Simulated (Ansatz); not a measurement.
Consider WF2.

The calculation's input:

```
crystal:
  lattice:
    - [5.8785241942, 0.0, 0.0]
    - [0.0, 5.8785241942, 0.0]
    - [0.0, 0.0, 2.4769626272]
  atoms:
    - { symbol: W, position: [0.0, 0.0, 0.0], spin: 2.5 }
    - { symbol: W, position: [0.5, 0.5, 0.5], spin: 2.5 }
    - { symbol: F, position: [0.2463486675, 0.2463486675, 0.0] }
    - { symbol: F, position: [0.7536513325, 0.7536513325, 0.0] }
    - { symbol: F, position: [0.7463486675, 0.2536513325, 0.5] }
    - { symbol: F, position: [0.2536513325, 0.7463486675, 0.5] }
basis:
  ecutwfc: 420
kpoints:
  mp_grid: { grid: [6, 6, 14] }
hamiltonian:
  xc: pbe
  hubbard: { sites: [{ species: W, l: d, u_eff: 1.0 }] }
scf:
  occupations: { method: gaussian, width: 0.05 }
output:
  forces: true
  stress: true
  eigenvalues: true
  populations: true
  write_density: true
  write_potential: true
  elf: true
  volumetric_format: npy
magnetization:
  spin_polarized: true
```

Command:

```sh
ansatz run input.yaml --threads 1 --pin off --max-ram 2560MiB --backend cpu --events-out ev --progress --plain --runs-dir out
```

Below, planes, directions and counts refer to the cell of the magnetic structure (a = 8.31 Å, b = 8.31 Å, c = 2.48 Å, α = 90.00°, β = 90.00°, γ = 90.00°).

Space group P4₂/mnm; started from the rutile prototype, which need not be the ambient phase; not relaxed (largest force 0.5 eV/Å); computed pressure about 3 GPa in this cell; the SCF solution may not be the lowest one; Hubbard U of 1 eV on W d only; the program warned that another magnetic order may lie lower; spin-polarised.

Theory: DFT PBE+U, scalar-relativistic, plane waves, PAW (Ansatz 0.2.0).

Q: What can the converged valence pseudo-density, electron localisation function and spin density tell about the bonding?

A: W–F (2.05 Å): ρ at the midpoint is about 0.63 e/Å³; the ELF peaks at about 0.80 in the valence shell of F, 0.6 Å from its nucleus, and drops to about 0.10 between the two atoms; no localised pair shows between them.
W–W (2.48 Å): the density is about 0.66 e/Å³ at the midpoint; the ELF is about 0.35 at the midpoint.
The spin density sits on W: +0.5 μB (×2) and −0.5 μB (×2) in one cell of 12 atoms: antiferromagnetic in this solution, which needn't be the ground state, with nearest magnetic neighbours parallel and the sign changing further off. The cell of the calculation (6 atoms) carries 0.0 μB of net spin moment.

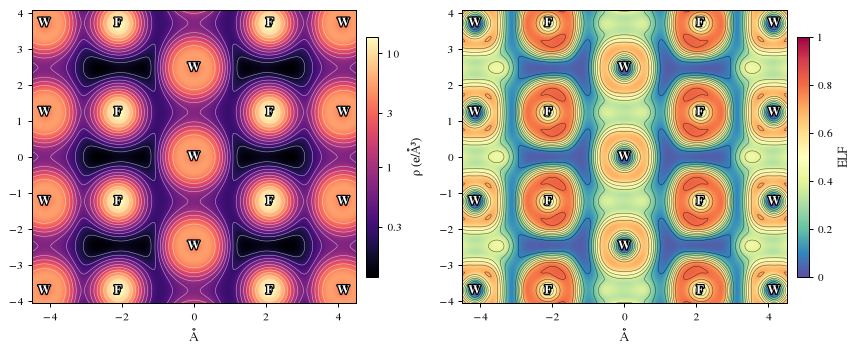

Computed valence pseudo-density and electron localisation function on the (100) plane of the cell of the magnetic structure, in this order. 
